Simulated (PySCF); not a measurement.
C2H6BrClSi

```tsv
atom	x (Å)	y (Å)	z (Å)
C	1.5314	-0.1797	-0.4753
Si	0.0916	0.4977	0.5421
Br	-0.1458	2.6651	0.0706
C	-1.5586	-0.2989	0.0175
Cl	-1.4993	-2.0497	0.3863
H	1.3538	-0.0566	-1.5421
H	2.4583	0.3350	-0.2361
H	1.6782	-1.2384	-0.2829
H	0.2628	0.4253	1.9867
H	-2.4117	0.1087	0.5566
H	-1.7553	-0.2057	-1.0495
```

Geometry: GFN2-xTB.

The calculation used PBE0/def2-SVPD, SCF density, gas phase in PySCF 2.14.0.

### Predict the electron density and electron localisation function between the atoms.

C–Cl (1.79 Å): the density is about 1.3 e/Å³ at the midpoint; the ELF peaks at about 0.90 between the atoms: a covalent bond.
C–Si (1.91 Å): ρ is about 0.94 e/Å³ halfway; the ELF peaks at about 1 between the atoms (a covalent bond).
Si–Br (2.23 Å): ρ at the midpoint is about 0.75 e/Å³; the ELF peaks at about 0.85 between the atoms (a polar covalent bond).

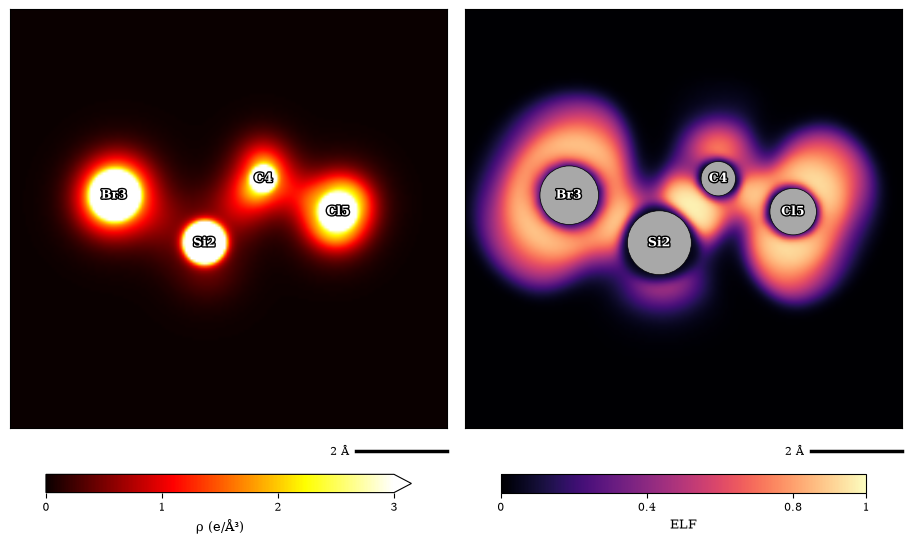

Computed electron density and electron localisation function on the plane of atoms Si2, C4 and Cl5, in this order. Grey discs cover the atomic cores in the ELF map. 
